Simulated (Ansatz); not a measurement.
C2H8N2Si: geometry relaxation (part 1 of 2)

System: C2H8N2Si.
Method: RKS CAM-B3LYP/def2-SVP (Ansatz 0.2.0).

It belongs to a series of runs on one base structure; here: end point B relaxed. Figures and captions count atoms from 1; the log counts them from 0 in places.

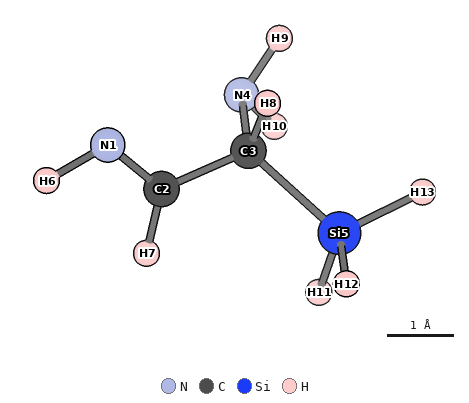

The starting structure (ball-and-stick view, seen at a tilt; atoms are numbered from 1 in the order of the input). Bond lengths as drawn: C–C 1.49 Å, C–H 1.09 to 1.10 Å, C–N 1.24 to 1.57 Å, C–Si 1.89 Å, H–N 0.98 to 1.09 Å and H–Si 1.44 to 1.47 Å.

Key numbers

```tsv
quantity	value
outcome	converged
total energy	−13052.1303 eV
mean-field energy	−13052.1303 eV
largest force (length of the vector) at the end	0.006 eV/Å
hardware	2 threads of Arm Neoverse V2, 24 GiB of memory available, shared host
wall time	1.7 min (CPU time 3.3 min)
peak memory	0.32 GiB
```

Input
```yaml
crystal:
  periodic: [false, false, false]
  atoms:
    - { symbol: "N", position_ang: [-1.7694, 1.4256, 0.3299] }
    - { symbol: C, position_ang: [-1.0415, 0.6118, -0.2588] }
    - { symbol: C, position_ang: [0.1076, 0.0081, 0.4679] }
    - { symbol: "N", position_ang: [1.344, 0.9704, 0.3719] }
    - { symbol: Si, position_ang: [0.6066, -1.7113, -0.1348] }
    - { symbol: H, position_ang: [-2.5332, 1.8122, -0.3446] }
    - { symbol: H, position_ang: [-1.1507, 0.37, -1.3214] }
    - { symbol: H, position_ang: [-0.0909, -0.0438, 1.5354] }
    - { symbol: H, position_ang: [1.73332, 0.92744, 1.36985] }
    - { symbol: H, position_ang: [2.00049, 0.52715, -0.20651] }
    - { symbol: H, position_ang: [0.9946, -1.6393, -1.5291] }
    - { symbol: H, position_ang: [-0.5478, -2.6076, -0.0164] }
    - { symbol: H, position_ang: [1.6713, -2.271, 0.6516] }
basis:
  gaussian: { orbitals: def2-SVP }
hamiltonian:
  xc: cam_b3lyp
relax:
  f_tol: 0.015
  max_steps: 40
output:
  orbitals: {}
```

Launch command:
```bash
ansatz run input.yaml --threads 2 --pin off --max-ram 3072MiB --backend cpu --events-out ev --progress --plain --runs-dir out
```

Output
```
The last accepted step is kept in [file] (removed where the run ends without a failure and the disk answers)
Engine: ansatz 0.2.0, aarch64-unknown-linux-gnu
Functional definition: CAM-B3LYP
  parameter alpha = 0.19
  parameter beta = 0.46
  parameter omega = 0.33/bohr
  parameter ac = 0.81
  exchange = (1 - alpha - beta)*b88_x + beta*b88_x_sr(omega) + alpha*exact_x + beta*exact_x_lr(omega)
  correlation = (1 - ac)*vwn5_c + ac*lyp_c
1265 factors; integrals over basis functions are off by at most 5.4e-4 eV
426 factors; integrals over basis functions are off by at most 5.8e-7 eV
mean field evaluation 1: about -13045.5859 eV, gradient 5.1e1 eV
mean field evaluation 2: about -13044.6612 eV, gradient 5.6e1 eV
mean field evaluation 4: about -13051.2847 eV, gradient 3.1e0 eV
mean field evaluation 8: about -13051.3345 eV, gradient 2.3e-1 eV
mean field evaluation 16: about -13051.3346 eV, gradient 5.1e-5 eV
mean field -13051.33464277 eV, -479.6277016094 hartree, gradient 5.1e-5 eV, S^2 0.000000; 0 other end points of the search recorded, 0 dependent functions left out
the calculation of the forces begins
reference -13051.33477639 eV, -479.6277065197 hartree; 24, 24 occupied and 90, 90 virtual orbitals, 1265 factors
relax step   1: F+E_penalty+E_count = -13051.33464277 eV  Δ(F+E_penalty+E_count) = +0.000e0 eV  max|allowed force component| = 3.096e0 eV/Å  Δτ_max = 0.0000 Å  (28 SCF iters, accepted)
these checks for a lower state are left out or cut short: starts, cluster_reference, orbital_swaps, neighbouring_geometries, increment
1265 factors; integrals over basis functions are off by at most 5.8e-4 eV
426 factors; integrals over basis functions are off by at most 5.7e-7 eV
mean field -13051.72887735 eV, -479.6421894630 hartree, gradient 1.8e-5 eV, S^2 0.000000; 0 other end points of the search recorded, 0 dependent functions left out
[... from here on the field's lines of each further geometry are left out, up to the last ...]
relax step   2: F+E_penalty+E_count = -13051.72887735 eV  Δ(F+E_penalty+E_count) = -3.942e-1 eV  max|allowed force component| = 1.192e0 eV/Å  Δτ_max = 0.1071 Å  (32 SCF iters, accepted)
relax step   3: F+E_penalty+E_count = -13051.81320462 eV  Δ(F+E_penalty+E_count) = -8.433e-2 eV  max|allowed force component| = 9.742e-1 eV/Å  Δτ_max = 0.1949 Å  (32 SCF iters, accepted)
relax step   4: F+E_penalty+E_count = -13051.85907356 eV  Δ(F+E_penalty+E_count) = -4.587e-2 eV  max|allowed force component| = 8.025e-1 eV/Å  Δτ_max = 0.1078 Å  (31 SCF iters, accepted)
relax step   5: F+E_penalty+E_count = -13051.90526384 eV  Δ(F+E_penalty+E_count) = -4.619e-2 eV  max|allowed force component| = 4.087e-1 eV/Å  Δτ_max = 0.2000 Å  (32 SCF iters, accepted)
relax step   6: F+E_penalty+E_count = -13051.86145216 eV  Δ(F+E_penalty+E_count) = +4.381e-2 eV  max|allowed force component| = 1.193e0 eV/Å  Δτ_max = 0.2000 Å  (30 SCF iters, rejected (line search))
relax step   7: F+E_penalty+E_count = -13051.93684686 eV  Δ(F+E_penalty+E_count) = -3.158e-2 eV  max|allowed force component| = 2.037e-1 eV/Å  Δτ_max = 0.0976 Å  (31 SCF iters, accepted)
relax step   8: F+E_penalty+E_count = -13051.95633560 eV  Δ(F+E_penalty+E_count) = -1.949e-2 eV  max|allowed force component| = 1.382e-1 eV/Å  Δτ_max = 0.0999 Å  (31 SCF iters, accepted)
relax step   9: F+E_penalty+E_count = -13051.97007907 eV  Δ(F+E_penalty+E_count) = -1.374e-2 eV  max|allowed force component| = 7.171e-1 eV/Å  Δτ_max = 0.1435 Å  (32 SCF iters, accepted)
relax step  10: F+E_penalty+E_count = -13051.98111319 eV  Δ(F+E_penalty+E_count) = -1.103e-2 eV  max|allowed force component| = 5.184e-1 eV/Å  Δτ_max = 0.1744 Å  (32 SCF iters, accepted)
relax step  11: F+E_penalty+E_count = -13051.99208775 eV  Δ(F+E_penalty+E_count) = -1.097e-2 eV  max|allowed force component| = 2.785e-1 eV/Å  Δτ_max = 0.0452 Å  (32 SCF iters, accepted)
relax step  12: F+E_penalty+E_count = -13051.99999896 eV  Δ(F+E_penalty+E_count) = -7.911e-3 eV  max|allowed force component| = 3.618e-1 eV/Å  Δτ_max = 0.2000 Å  (32 SCF iters, accepted)
relax step  13: F+E_penalty+E_count = -13052.00518056 eV  Δ(F+E_penalty+E_count) = -5.182e-3 eV  max|allowed force component| = 2.617e-1 eV/Å  Δτ_max = 0.0325 Å  (32 SCF iters, accepted)
relax step  14: F+E_penalty+E_count = -13052.01366370 eV  Δ(F+E_penalty+E_count) = -8.483e-3 eV  max|allowed force component| = 4.291e-1 eV/Å  Δτ_max = 0.1999 Å  (31 SCF iters, accepted)
relax step  15: F+E_penalty+E_count = -13052.02150808 eV  Δ(F+E_penalty+E_count) = -7.844e-3 eV  max|allowed force component| = 2.593e-1 eV/Å  Δτ_max = 0.0394 Å  (32 SCF iters, accepted)
relax step  16: F+E_penalty+E_count = -13052.03671580 eV  Δ(F+E_penalty+E_count) = -1.521e-2 eV  max|allowed force component| = 4.405e-1 eV/Å  Δτ_max = 0.2000 Å  (31 SCF iters, accepted)
relax step  17: F+E_penalty+E_count = -13052.03138480 eV  Δ(F+E_penalty+E_count) = +5.331e-3 eV  max|allowed force component| = 1.260e0 eV/Å  Δτ_max = 0.1949 Å  (31 SCF iters, rejected (line search))
relax step  18: F+E_penalty+E_count = -13052.04904788 eV  Δ(F+E_penalty+E_count) = -1.233e-2 eV  max|allowed force component| = 2.627e-1 eV/Å  Δτ_max = 0.0975 Å  (31 SCF iters, accepted)
relax step  19: F+E_penalty+E_count = -13052.06108295 eV  Δ(F+E_penalty+E_count) = -1.204e-2 eV  max|allowed force component| = 2.393e-1 eV/Å  Δτ_max = 0.1000 Å  (31 SCF iters, accepted)
relax step  20: F+E_penalty+E_count = -13052.07637788 eV  Δ(F+E_penalty+E_count) = -1.529e-2 eV  max|allowed force component| = 4.829e-1 eV/Å  Δτ_max = 0.1486 Å  (31 SCF iters, accepted)
relax step  21: F+E_penalty+E_count = -13052.07331892 eV  Δ(F+E_penalty+E_count) = +3.059e-3 eV  max|allowed force component| = 7.421e-1 eV/Å  Δτ_max = 0.1961 Å  (31 SCF iters, rejected (line search))
relax step  22: F+E_penalty+E_count = -13052.09130541 eV  Δ(F+E_penalty+E_count) = -1.493e-2 eV  max|allowed force component| = 4.121e-1 eV/Å  Δτ_max = 0.0981 Å  (31 SCF iters, accepted)
relax step  23: F+E_penalty+E_count = -13052.10249129 eV  Δ(F+E_penalty+E_count) = -1.119e-2 eV  max|allowed force component| = 3.365e-1 eV/Å  Δτ_max = 0.0979 Å  (31 SCF iters, accepted)
relax step  24: F+E_penalty+E_count = -13052.11979396 eV  Δ(F+E_penalty+E_count) = -1.730e-2 eV  max|allowed force component| = 9.836e-2 eV/Å  Δτ_max = 0.1500 Å  (31 SCF iters, accepted)
relax step  25: F+E_penalty+E_count = -13052.10903301 eV  Δ(F+E_penalty+E_count) = +1.076e-2 eV  max|allowed force component| = 8.359e-1 eV/Å  Δτ_max = 0.1791 Å  (31 SCF iters, rejected (line search))
relax step  26: F+E_penalty+E_count = -13052.12512771 eV  Δ(F+E_penalty+E_count) = -5.334e-3 eV  max|allowed force component| = 9.696e-2 eV/Å  Δτ_max = 0.0895 Å  (31 SCF iters, accepted)
relax step  27: F+E_penalty+E_count = -13052.12829843 eV  Δ(F+E_penalty+E_count) = -3.171e-3 eV  max|allowed force component| = 1.127e-1 eV/Å  Δτ_max = 0.0740 Å  (33 SCF iters, accepted)
relax step  28: F+E_penalty+E_count = -13052.12739826 eV  Δ(F+E_penalty+E_count) = +9.002e-4 eV  max|allowed force component| = 2.515e-1 eV/Å  Δτ_max = 0.0145 Å  (32 SCF iters, rejected (line search))
relax step  29: F+E_penalty+E_count = -13052.12928028 eV  Δ(F+E_penalty+E_count) = -9.819e-4 eV  max|allowed force component| = 4.816e-2 eV/Å  Δτ_max = 0.0071 Å  (26 SCF iters, accepted)
relax step  30: F+E_penalty+E_count = -13052.12992165 eV  Δ(F+E_penalty+E_count) = -6.414e-4 eV  max|allowed force component| = 2.883e-2 eV/Å  Δτ_max = 0.0242 Å  (33 SCF iters, accepted)
relax step  31: F+E_penalty+E_count = -13052.13005208 eV  Δ(F+E_penalty+E_count) = -1.304e-4 eV  max|allowed force component| = 2.122e-2 eV/Å  Δτ_max = 0.0101 Å  (26 SCF iters, accepted)
relax step  32: F+E_penalty+E_count = -13052.13010532 eV  Δ(F+E_penalty+E_count) = -5.325e-5 eV  max|allowed force component| = 2.853e-2 eV/Å  Δτ_max = 0.0122 Å  (26 SCF iters, accepted)
relax step  33: F+E_penalty+E_count = -13052.13014532 eV  Δ(F+E_penalty+E_count) = -4.000e-5 eV  max|allowed force component| = 1.630e-2 eV/Å  Δτ_max = 0.0048 Å  (26 SCF iters, accepted)
the calculation of the forces begins
reference -13052.13028998 eV, -479.6569411051 hartree; 24, 24 occupied and 90, 90 virtual orbitals, 1265 factors
relax step  34: F+E_penalty+E_count = -13052.13015686 eV  Δ(F+E_penalty+E_count) = -1.154e-5 eV  max|allowed force component| = 4.842e-3 eV/Å  Δτ_max = 0.0012 Å  (22 SCF iters, accepted)
1265 factors; integrals over basis functions are off by at most 6.7e-4 eV
426 factors; integrals over basis functions are off by at most 5.4e-7 eV
mean field evaluation 256: about -13052.1302 eV, gradient 9.6e-4 eV
```

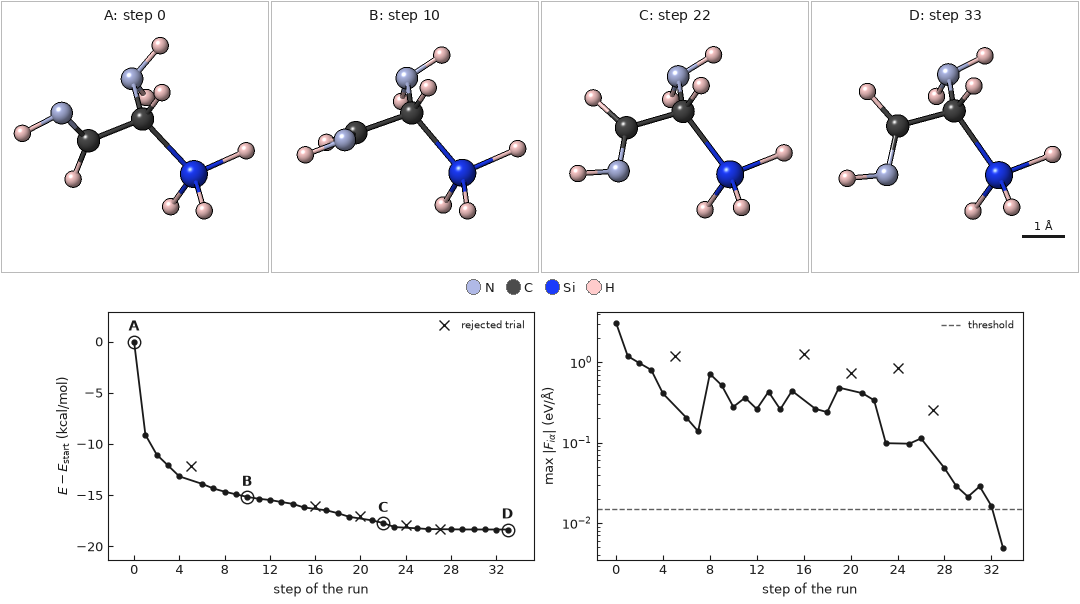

Frames of the relaxation (ball-and-stick view, seen at a tilt) above the curves, on which the letters mark them (the first geometry is step 0 here and step 1 in the log).

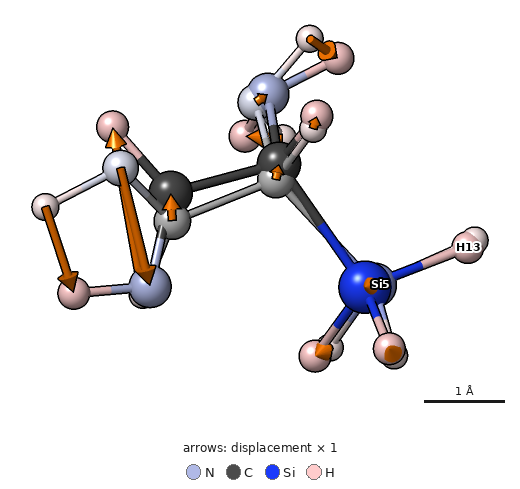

Start (faint) and end (solid) with the displacements as orange arrows, at true length (ball-and-stick view, seen at a tilt). The two geometries are laid on each other by the best rigid fit. The atom that moves furthest after the best rigid fit is H7 (2.19 Å). By element the largest moves are H 2.19 Å, N 1.60 Å, C 0.36 Å, Si 0.24 Å. Among the contacts that change: C3–N4 1.570 → 1.464 Å, N1–H6 1.090 → 1.023 Å, Si5–H13 1.437 → 1.496 Å, N4–H9 1.072 → 1.017 Å. Among the angles that change: C3–N4–H9 101.8° → 111.3°, C3–Si5–H13 112.1° → 105.8°, C3–Si5–H12 108.8° → 114.8°. The energy falls by 18.3 kcal/mol in 33 geometry steps. The largest force component goes from 3.1 to 0.0048 eV/Å. The line search rejected the trial steps at points 5, 16, 20, 24, 27 (counted from 0) and went back. (Atoms are counted from 1 in the order of the input.)
